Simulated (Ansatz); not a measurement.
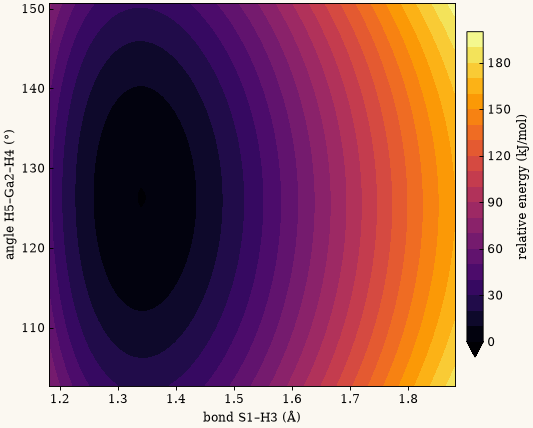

Energy landscape of GaH₃S, SMILES [SH][GaH2]. Two internal coordinates are moved rigidly from the geometry relaxed at PBE0-D4/def2-TZVP, all others fixed. First axis: bond S1–H3. Second axis: angle H5–Ga2–H4. Grid: 7 × 7 points. Points are written as (first, second). All energies are given in kJ/mol relative to the lowest grid point. These are results of RHF-CCSD(T), frozen core/def2-TZVPP (Ansatz), not measurements.

In the figure: filled contours. Between grid points the surface is interpolated. 

Question: Describe this landscape.

Answer: The lowest grid point is at (1.349 Å, 126.7°). It is the only kind of minimum in the scanned range. The highest grid point, (1.880 Å, 150.7°), lies 194 kJ/mol above the lowest. Round the minimum the two coordinates are nearly uncoupled.
